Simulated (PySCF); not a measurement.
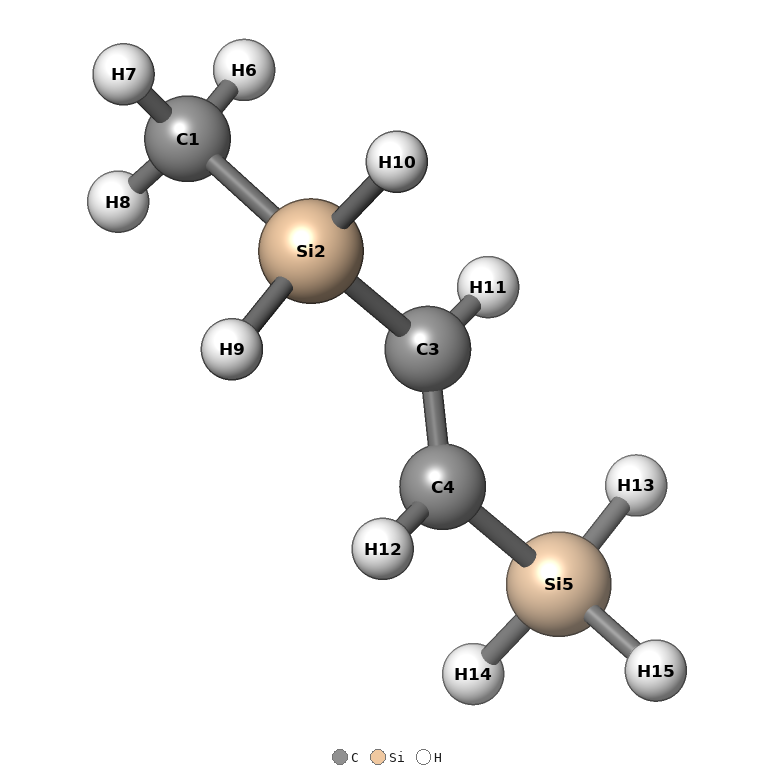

The geometry was computed by an optimisation with GFN2-xTB. No frequency run is at hand to confirm it as a minimum. Level of theory: delta-SCF UKS SCAN, pcX-2 on the ionised atom, pcseg-1 elsewhere, spin-free X2C (PySCF 2.14.0).

Give the core-electron binding energies (to vacuum; p and d levels without spin–orbit splitting) of C1 1s, Si2 1s, Si2 2p, C3 1s, C4 1s, Si5 1s, Si5 2p.

| atom | level | binding energy (eV) |
| --- | --- | --- |
| C1 | 1s | 290.0 |
| Si2 | 1s | 1846.1 |
| Si2 | 2p | 106.5 |
| C3 | 1s | 289.9 |
| C4 | 1s | 289.9 |
| Si5 | 1s | 1846.2 |
| Si5 | 2p | 106.7 |

The geometry is semi-empirical. Around Si such bond lengths and angles can be off by a tenth of an ångström or more and by several degrees, and values that hang on the shape move with them.
